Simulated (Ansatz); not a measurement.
Input

```
crystal:
  lattice:
    - [0.0, 5.0790517221, 5.0790517221]
    - [5.0790517221, 0.0, 5.0790517221]
    - [5.0790517221, 5.0790517221, 0.0]
  atoms:
    - { symbol: Ca, position: [0.5, 0.5, 0.5] }
    - { symbol: Pt, position: [0.0, 0.0, 0.0] }
    - { symbol: Cl, position: [0.7696729472, 0.2303270528, 0.2303270528] }
    - { symbol: Cl, position: [0.2303270528, 0.7696729472, 0.7696729472] }
    - { symbol: Cl, position: [0.2303270528, 0.7696729472, 0.2303270528] }
    - { symbol: Cl, position: [0.7696729472, 0.2303270528, 0.7696729472] }
    - { symbol: Cl, position: [0.2303270528, 0.2303270528, 0.7696729472] }
    - { symbol: Cl, position: [0.7696729472, 0.7696729472, 0.2303270528] }
basis:
  ecutwfc: 420
kpoints:
  mp_grid: { grid: [6, 6, 6] }
hamiltonian:
  xc: pbe
scf:
  occupations: { method: gaussian, width: 0.02 }
output:
  forces: true
  stress: true
  eigenvalues: true
  write_density: true
  write_potential: true
  elf: true
  volumetric_format: npy
relax:
  adjacent_minimum: "off"
  f_tol: 0.01
  max_steps: 80
  cell: { stress_tol: 0.05 }
```

Run with:

```sh
ansatz run input.yaml --threads 1 --pin off --max-ram 2048MiB --backend cpu --events-out ev --progress --plain --runs-dir out
```

Below, planes, directions and counts refer to the conventional cell (a = 10.16 Å, b = 10.16 Å, c = 10.16 Å, α = 90.00°, β = 90.00°, γ = 90.00°).

The fields are those of the relaxed geometry.

Space group Fm-3m; a structure generated by program, which may or may not match a known phase.

Theory: DFT PBE, scalar-relativistic, plane waves, PAW (Ansatz 0.2.0).

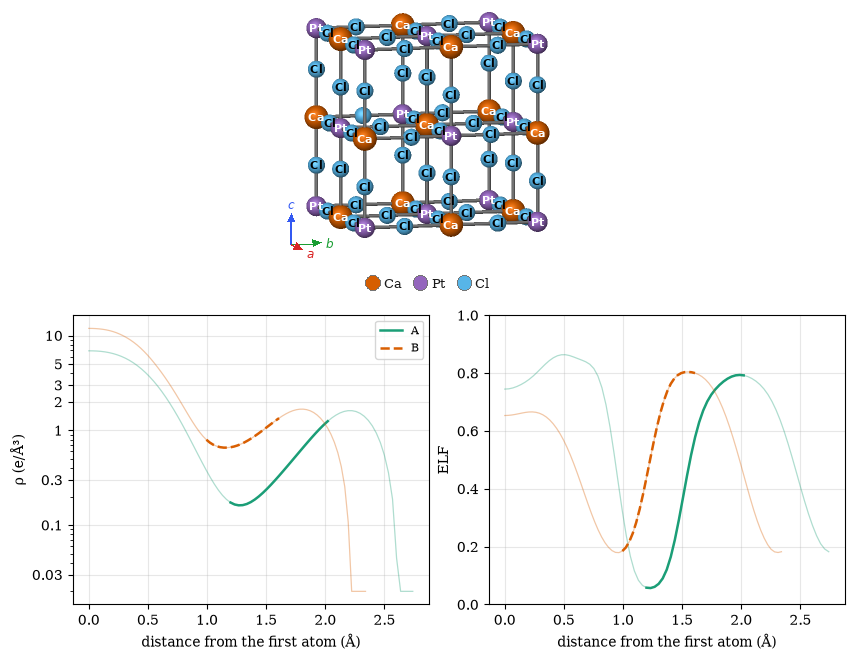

CaPtCl$_{6}$. Valence charge density (pseudo) and ELF along straight lines between neighbouring atoms. Thin, pale parts lie inside the atomic spheres. The structure is drawn too.

In a PAW calculation such maps are meaningful between the atoms, not at the nuclei.

Q: Which curve belongs to which contact (Ca–Cl and Pt–Cl)? The first atom named is at distance zero.

A: Curve A: Ca–Cl (2.74 Å): ρ at the midpoint is about 0.17 e/Å³; the ELF peaks at about 0.80 in the valence shell of Cl, 0.8 Å from its nucleus, and is about 0.10 at the midpoint: a largely ionic contact. Curve B: Pt–Cl (2.34 Å): ρ at the midpoint is about 0.66 e/Å³; the ELF peaks at about 0.80 in the valence shell of Cl, 0.8 Å from its nucleus, and is about 0.40 at the midpoint.
